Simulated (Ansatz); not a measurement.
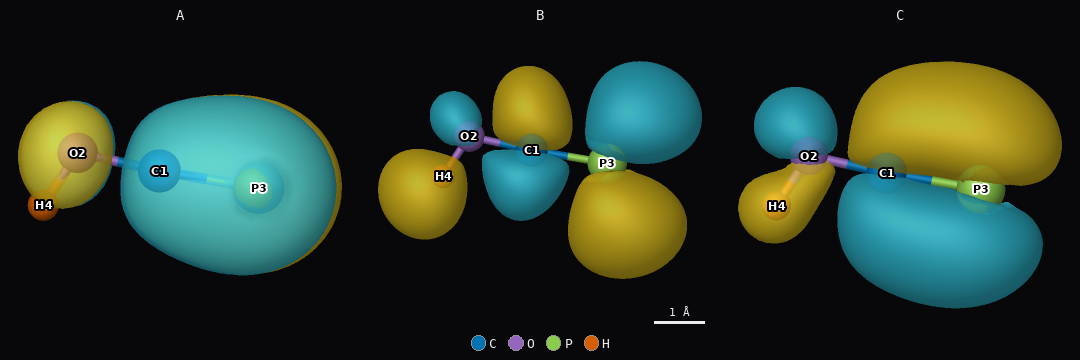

*CHOP (SMILES OC#P). Three frontier orbitals at ±0.08 Å⁻³ᐟ² (yellow and cyan are the two phases), in no order.*

Geometry: PBE0-D3(BJ)/def2-SVP.

Computed with isolated molecule in a Gaussian basis; Kohn-Sham density functional theory, functional PBE0 in Ansatz.

Question: Which picture is the HOMO−1, the HOMO and the LUMO?

Answer: C is the HOMO−1 (−7.55 eV). Its weight (Hirshfeld) is mainly on P3 (about 50 %), C1 (about 35 %) and O2 (about 10 %); it is symmetric in the molecular plane (an in-plane orbital: σ, lone-pair or in-plane π type). A is the HOMO (−7.03 eV). It lies mainly on P3 (about 55 %), C1 (about 30 %) and O2 (about 15 %); it changes sign across the molecular plane (π type); π-bonding across C1–P3; π-antibonding (a node) across C1–O2. B is the LUMO (−1.00 eV). Its weight (Hirshfeld) is mainly on P3 (about 55 %), C1 (about 30 %), H4 (about 10 %) and O2 (about 5 %); it is symmetric in the molecular plane (an in-plane orbital: σ, lone-pair or in-plane π type).

Question: What is the HOMO–LUMO gap?

Answer: 6.03 eV between the orbital energies.
